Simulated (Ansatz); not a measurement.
# What a change does: single-point calculation on C8H12

System: C8H12, SMILES C=CC1CC=CCC1.
Method of run A: RKS SPW92 (LDA)/def2-TZVPP (Ansatz 0.2.0).

The geometry comes from this level: PBE0-D4/def2-TZVP. Text and figures count atoms from 1; the logs count them from 0 in places.

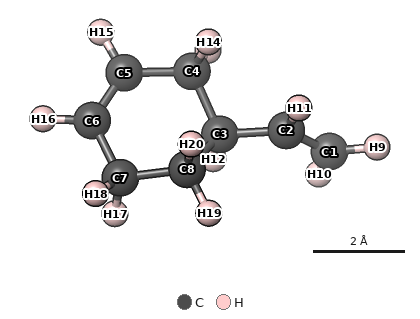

Fig. 1: The input geometry (ball-and-stick view, seen at a tilt; atoms are numbered from 1 in the order of the input). Bond lengths as drawn: C–C 1.33 to 1.53 Å and C–H 1.08 to 1.10 Å.

### Input file, run A
```yaml
crystal:
  periodic: [false, false, false]
  atoms:
    - {symbol: C, position_ang: [-1.085545, -2.160716, -1.879960]}
    - {symbol: C, position_ang: [-0.220591, -1.707124, -0.984129]}
    - {symbol: C, position_ang: [-0.219925, -0.333381, -0.402456]}
    - {symbol: C, position_ang: [1.063787, 0.416240, -0.763927]}
    - {symbol: C, position_ang: [1.232302, 1.677796, 0.021887]}
    - {symbol: C, position_ang: [0.523002, 1.965881, 1.107409]}
    - {symbol: C, position_ang: [-0.495154, 1.038099, 1.690165]}
    - {symbol: C, position_ang: [-0.381649, -0.366935, 1.117450]}
    - {symbol: H, position_ang: [-1.030743, -3.173158, -2.263025]}
    - {symbol: H, position_ang: [-1.882799, -1.531239, -2.263909]}
    - {symbol: H, position_ang: [0.566949, -2.369769, -0.623973]}
    - {symbol: H, position_ang: [-1.068317, 0.222137, -0.822063]}
    - {symbol: H, position_ang: [1.066033, 0.640949, -1.835679]}
    - {symbol: H, position_ang: [1.931733, -0.238713, -0.602506]}
    - {symbol: H, position_ang: [1.973795, 2.387453, -0.334900]}
    - {symbol: H, position_ang: [0.680803, 2.915356, 1.611433]}
    - {symbol: H, position_ang: [-1.501350, 1.439630, 1.509090]}
    - {symbol: H, position_ang: [-0.385435, 1.009652, 2.779643]}
    - {symbol: H, position_ang: [-1.257660, -0.962684, 1.387106]}
    - {symbol: H, position_ang: [0.490774, -0.869483, 1.552336]}
basis:
  gaussian: {orbitals: def2-TZVPP}
hamiltonian: {xc: lda}
output: {orbitals: {seedname: orbitals}}
```

Launched with:
```bash
ansatz run in.yaml --threads 2 --pin off --events-out ev --progress --plain --max-ram 32768MiB --backend cuda --devices 0, --max-vram 18GiB
```

Hardware: 2 CPU threads, shared host.

### Output (run A)
```
Functional definition: SPW92
  exchange = slater_x
  correlation = pw_c
2148 factors; their error is unknown
mean field evaluation 1: about -8387.5203 eV, gradient 1.0e2 eV
mean field evaluation 2: about -8327.4299 eV, gradient 1.8e2 eV
mean field evaluation 4: about -8412.8284 eV, gradient 2.6e1 eV
mean field evaluation 8: about -8414.4092 eV, gradient 4.7e-1 eV
mean field evaluation 16: about -8414.3545 eV, gradient 1.1e-3 eV
mean field -8414.35450384 eV, -309.2218245619 hartree, gradient 6.9e-5 eV, S^2 0.000000; 0 other end points of the search recorded, 0 dependent functions left out
reference -8414.35455438 eV, -309.2218264193 hartree; 30, 30 occupied and 386, 386 virtual orbitals, 2148 factors
Total energy: -8414.35455438 eV, -309.2218264193 hartree
```

Run B used a changed input.

### The two runs side by side

| quantity | run A | run B |
| --- | --- | --- |
| outcome | converged | converged |
| total energy (hartree) | −309.221826 | −311.944341 |
| HOMO (eV) | −5.97 | −9.63 |
| LUMO (eV) | −0.92 | 2.74 |
| basis functions | 416 | 416 |
| wall time (shared host) | 2.9 s | 5.5 s |

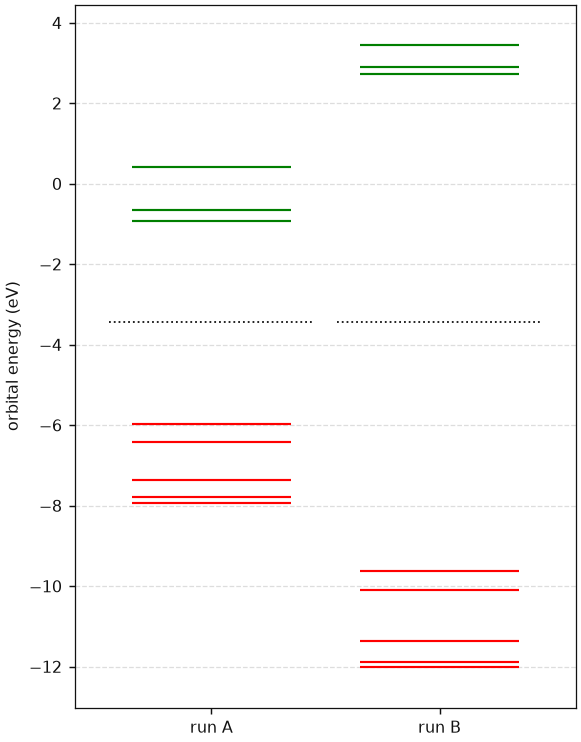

Fig. 2: The five highest filled and three lowest empty orbital energies of the two runs; the dotted lines part filled from empty levels. The HOMO–LUMO gap is 5.05 eV in run A and 12.36 eV in run B.

Which change of the input explains these differences?

The change (lines with − go, lines with + come):
```diff
-hamiltonian: {xc: lda}
+hamiltonian: {xc: {name: LC-wPBE}}
```

The total energies belong to different methods, so their difference says nothing on which is more stable or more accurate. The HOMO goes from −5.97 to −9.63 eV. The LUMO goes from −0.92 to 2.74 eV.

### Output (run B)
```
Functional definition: LC-wPBE
  parameter omega = 0.4/bohr
  exchange = pbe_x_sr(omega) + exact_x_lr(omega)
  correlation = pbe_c
2148 factors; their error is unknown
680 factors; integrals over basis functions are off by at most 2.0e-5 eV
mean field evaluation 1: about -8481.5759 eV, gradient 5.4e1 eV
mean field evaluation 2: about -8485.5340 eV, gradient 3.6e1 eV
mean field evaluation 4: about -8488.4805 eV, gradient 2.2e0 eV
mean field evaluation 8: about -8488.5047 eV, gradient 1.5e-1 eV
mean field evaluation 16: about -8488.4380 eV, gradient 5.1e-4 eV
mean field -8488.43795916 eV, -311.9443413291 hartree, gradient 3.1e-5 eV, S^2 0.000000; 0 other end points of the search recorded, 0 dependent functions left out
reference -8488.43795917 eV, -311.9443413294 hartree; 30, 30 occupied and 386, 386 virtual orbitals, 2148 factors
Total energy: -8488.43795917 eV, -311.9443413294 hartree
```
